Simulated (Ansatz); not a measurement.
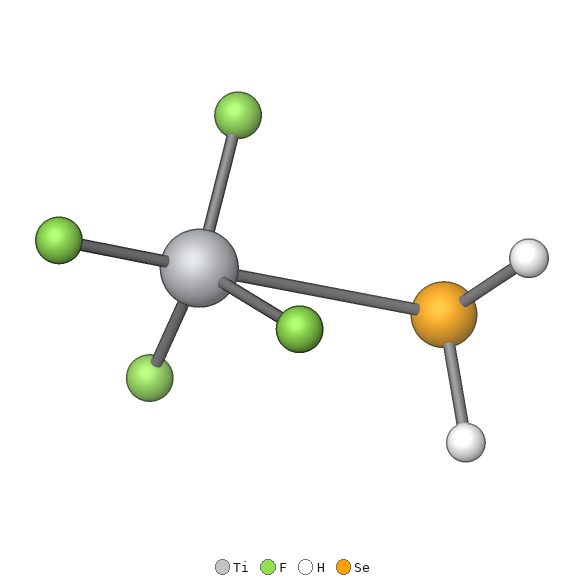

The picture shows a molecular structure as a ball-and-stick model.

Charge 0, singlet.

> Which formula does it have?

F4H2SeTi, 8 atoms: 4 fluorine, 2 hydrogen, 1 selenium and 1 titanium.

> Give the symmetry (Schoenflies symbol).

Cs.

> Count the bonded pairs by element.

4 F–Ti, 2 Se–H, 1 Se–Ti. Sticks follow a distance rule.

> How many sets of symmetry-equivalent atoms are there?

6: 1 Ti, 1 F, 2 F, 1 F, 2 H, 1 Se.

More results for the same structure follow; atom numbers are the same in all pictures, views and colours differ. The computed structure is the end point of a PBE0-D4/def2-TZVP optimisation.

### Geometry

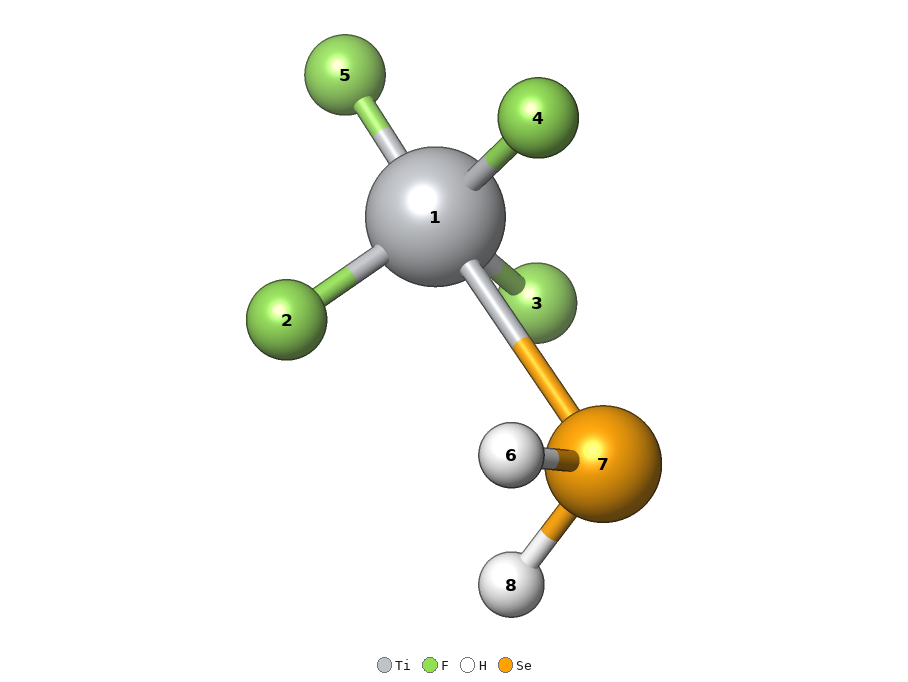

The atoms are numbered.

Which atoms are bonded, and how long are the bonds?

```csv
bond,length (Å)
Ti1–F2,1.753
Ti1–F3,1.754
Ti1–F4,1.754
Ti1–F5,1.744
Ti1–Se7,3.084
H6–Se7,1.468
Se7–H8,1.468
```

### Vibrations

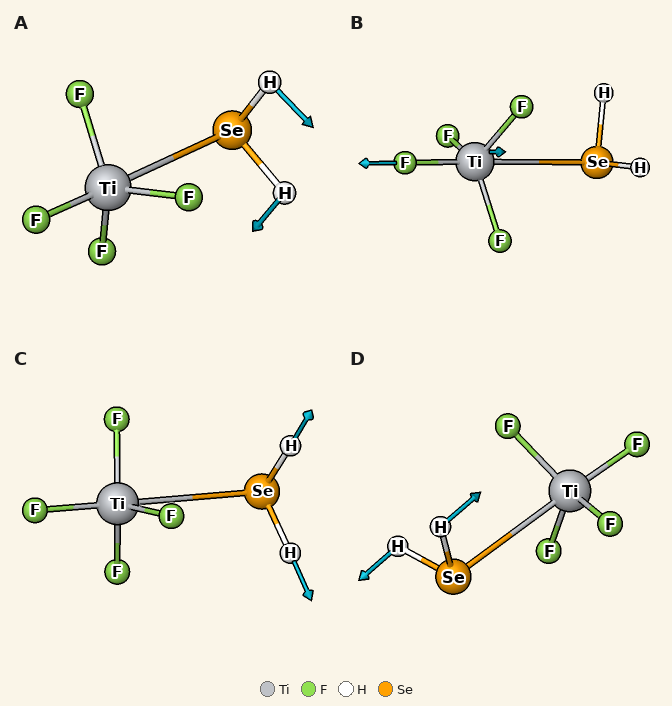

4 normal modes of one molecule or complex, as arrows. Harmonic vibrations computed with RKS PBE0-D4/def2-TZVP (Ansatz 0.2.0) at a stationary point of the same level.

> Match the panels to the wavenumbers 64 cm⁻¹, 367 cm⁻¹, 765 cm⁻¹, 2454 cm⁻¹.

A: 64 cm⁻¹
B: 765 cm⁻¹, Ti–F stretching
C: 2454 cm⁻¹, in-phase stretching of 2 Se–H bonds
D: 367 cm⁻¹, H–Se–Ti bending

### Electronic properties

Level of theory: RKS PBE-D4/STO-3G (Ansatz 0.2.0).

> What is the dispersion correction?

−18.4 kJ/mol.

### Dipole moment

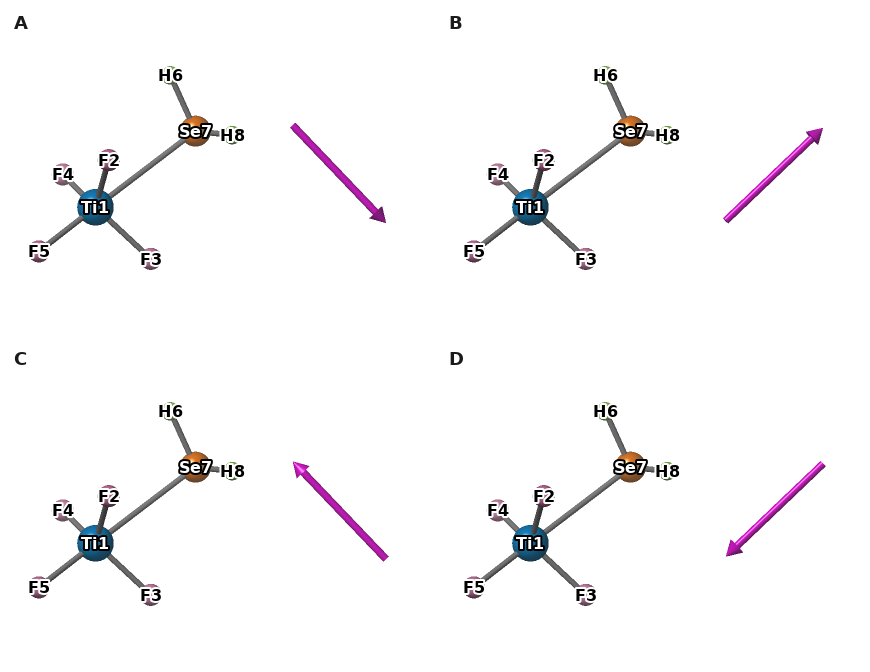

The same molecule four times, each with an arrow. Method: RKS PBE0-D4/def2-TZVP (Ansatz 0.2.0).

> Which arrow points along the dipole moment, from the negative to the positive end?

B. The dipole moment is 3.01 D; it points from the side of F5 to the side of H6, H8 (the outermost atoms at the two ends).
